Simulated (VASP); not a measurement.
Band structure of SnS$_{2}$ (1T layered). Calculation: optB88-vdW, VASP's PBE PAW potentials (set 64) (plane waves; VASP 6.6.1).

Unless said otherwise, spin-orbit coupling is left out, though it shifts the bands of the heavy elements here.

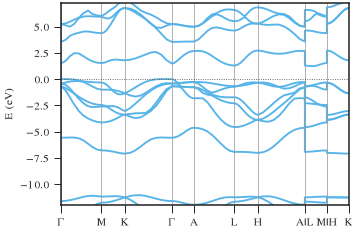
*Bands along high-symmetry lines, zero at the valence-band maximum or, without a gap, the Fermi level*

Question: Read the plot: is there a gap, and where are the band edges?

Answer: The gap is indirect, 1.22 eV, from the valence maximum at K-Γ at 0.78 to the conduction minimum at L-M at 0.33. (Edges off the drawn lines would not show.)

Measured: gap 2.18 eV (computed value off by -0.96 eV), as given by Joseph M. Gonzalez et al., Physical Review B (2016), arXiv:1609.04381.

The compound is SnS2 in the 1T layered structure. It was relaxed first.
